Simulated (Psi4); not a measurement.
# HF/cc-pVDZ (sweep point 7) run of BCl2F (dichlorofluoroborane)

Aim: the vertical ionisation energy of BCl2F (dichlorofluoroborane) at HF/cc-pVDZ (sweep point 7), from 2 runs. 

The results are computed with Psi4 1.11.

4 further runs of the same task are left out: 4 set aside as unsound or not needed.

## Step 1: The molecule

BCl2F has 4 atoms, charge 0, and is taken as a singlet. As SMILES, `FB(Cl)Cl`. The shape is that of a PBE0-D4/def2-TZVP optimisation.

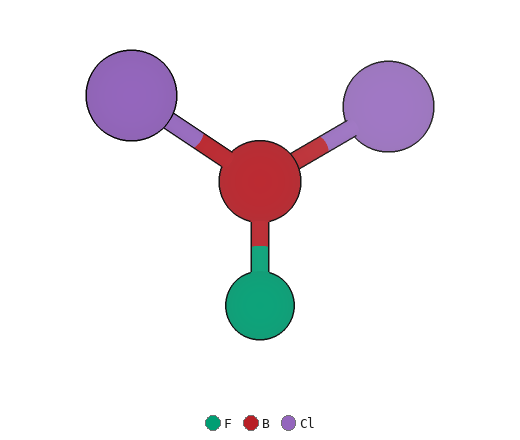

Viewed from a chosen angle; fluorine teal, boron red, chlorine purple.

## Step 2: A single-point energy at HF/cc-pVDZ (sweep point 7)

The input, job.in:

```
memory 1600 MB

molecule {
  0 1
  F      0.21612798    -2.20213565    -1.47623515
  B      0.01494773    -0.15233082    -0.10212080
  Cl    -2.92820622     0.70634183     1.07982730
  Cl     2.69713051     1.64810574     0.49852865
  units au
  symmetry c1
}

set {
  basis         cc-pVDZ
  puream        true
  scf_type      pk
  d_convergence 1e-10
  e_convergence 1e-10
}

e, wfn = energy('hf', return_wfn=True)
```

Started as:

```
$ psi4 -n 1 job.in job.out
```

job.out:

```text
[...]
  Running in c1 symmetry.
[...]
  Nuclear repulsion =  181.669072837694472
[...]
  Multiplicity = 1
[...]
  Nalpha       = 24
  Nbeta        = 24
[...]
    Number of basis functions: 64
[...]
   @RHF iter   1: -1043.23671558547312   -3.66520e-01   4.93706e-03 ADIIS/DIIS
[...]
   @RHF iter  14: -1043.28276335573855   -2.27374e-13   2.95775e-11 DIIS
[...]
    Orbital Energies [Eh]
    ---------------------
    Doubly Occupied:
       1A   -104.856666     2A   -104.856665     3A    -26.346775
       4A    -10.585682     5A    -10.585662     6A     -8.052926
       7A     -8.052924     8A     -8.050352     9A     -8.050351
      10A     -8.049948    11A     -8.049946    12A     -7.790932
      13A     -1.664904    14A     -1.162017    15A     -1.123928
      16A     -0.819706    17A     -0.735853    18A     -0.717335
      19A     -0.664276    20A     -0.563599    21A     -0.524172
      22A     -0.511842    23A     -0.484881    24A     -0.470613
[...]
  @RHF Final Energy: -1043.28276335573855
   => Energetics <=
    Nuclear Repulsion Energy =            181.6690728376944719
    One-Electron Energy =               -1804.3597612901801313
    Two-Electron Energy =                 579.4079250967470216
    Total Energy =                      -1043.2827633557385525
[...]
 Multipole Moments:
 ------------------------------------------------------------------------------------
     Multipole            Electronic (a.u.)      Nuclear  (a.u.)        Total (a.u.)
 ------------------------------------------------------------------------------------
 L = 1.  Multiply by 2.5417464519 to convert [e a0] to [Debye]
 Dipole X            :          0.0711913           -0.0786930           -0.0075016
 Dipole Y            :         -0.7253985            0.8018151            0.0764167
 Dipole Z            :         -0.4862917            0.5375133            0.0512217
 Magnitude           :                                                    0.0923008
[...]
```

It took 7.8 s on 1 thread of Intel Xeon at 2.70GHz, shared host; peak memory 0.3 GiB.

## Step 3: The doublet cation

The input, bcl2f.inp:

```
memory 1600 mb

molecule m {
  1 2
  F      0.21612798    -2.20213565    -1.47623515
  B      0.01494773    -0.15233082    -0.10212080
  Cl    -2.92820622     0.70634183     1.07982730
  Cl     2.69713051     1.64810574     0.49852865
  units bohr
  symmetry c1
}

set basis cc-pVDZ
set reference uhf
set puream true
set scf_type pk
set d_convergence 1e-10
set e_convergence 1e-10
set maxiter 100

energy("scf")
```

Started as:

```
$ psi4 -i bcl2f.inp -o bcl2f.out -n 1
```

bcl2f.out:

```text
[...]
  Running in c1 symmetry.
[...]
  Nuclear repulsion =  181.669072837694472
[...]
  Multiplicity = 2
[...]
  Nalpha       = 24
  Nbeta        = 23
[...]
    Number of basis functions: 64
[...]
   @UHF iter   1: -1042.77262745604480    9.75679e-02   5.63686e-03 ADIIS/DIIS
[...]
   @UHF iter  25: -1042.84581258439493   -2.27374e-13   9.16007e-11 DIIS
[...]
   @S^2 Observed:                7.817330921E-01
[...]
    Orbital Energies [Eh]
    ---------------------
    Alpha Occupied:
       1A   -105.179387     2A   -105.179387     3A    -26.565996
       4A    -10.904320     5A    -10.904301     6A     -8.381720
       7A     -8.381718     8A     -8.367557     9A     -8.367555
      10A     -8.365498    11A     -8.365497    12A     -8.043945
      13A     -1.879507    14A     -1.470327    15A     -1.435914
      16A     -1.040271    17A     -0.964507    18A     -0.949059
      19A     -0.929541    20A     -0.833451    21A     -0.822571
      22A     -0.801567    23A     -0.799962    24A     -0.772158
    Alpha Virtual:
      25A     -0.120801    26A     -0.037312    27A      0.063689
[...]
  @UHF Final Energy: -1042.84581258439493
   => Energetics <=
    Nuclear Repulsion Energy =            181.6690728376944719
    One-Electron Energy =               -1790.8973490697135276
    Two-Electron Energy =                 566.3824636476241494
    Total Energy =                      -1042.8458125843949347
  UHF NO Occupations:
  HONO-2 :   22  A 1.9988071
  HONO-1 :   23  A 1.9866668
[...]
 Multipole Moments:
 ------------------------------------------------------------------------------------
     Multipole            Electronic (a.u.)      Nuclear  (a.u.)        Total (a.u.)
 ------------------------------------------------------------------------------------
 L = 1.  Multiply by 2.5417464519 to convert [e a0] to [Debye]
 Dipole X            :          0.0213801           -0.0786930           -0.0573129
 Dipole Y            :         -0.2178942            0.8018151            0.5839210
 Dipole Z            :         -0.1460772            0.5375133            0.3914361
 Magnitude           :                                                    0.7053160
[...]
```

It took 9 s on 1 thread of Intel Xeon at 2.70GHz, shared host; peak memory 0.3 GiB.

## Step 4: What came out

At HF/cc-pVDZ (sweep point 7):

```
                                          quantity           value
                       singlet BCl2F: total energy  -1043.28276 Eh
                      singlet BCl2F: dipole moment          0.23 D
                        singlet BCl2F: HOMO energy       -12.81 eV
                        singlet BCl2F: LUMO energy         3.12 eV
                      singlet BCl2F: HOMO–LUMO gap        15.93 eV
                      doublet cation: total energy  -1042.84581 Eh
doublet cation: HOMO energy (highest over α and β)       -18.04 eV
 doublet cation: LUMO energy (lowest over α and β)       -10.96 eV
                              doublet cation: ⟨S²⟩           0.782
vertical ionisation energy (to the doublet cation)       11.890 eV
```

What this shows: Removing an electron at fixed nuclei costs 11.89 eV (274 kcal/mol). The negative HOMO energy of the first species, 12.81 eV, lies 0.92 eV above that difference.
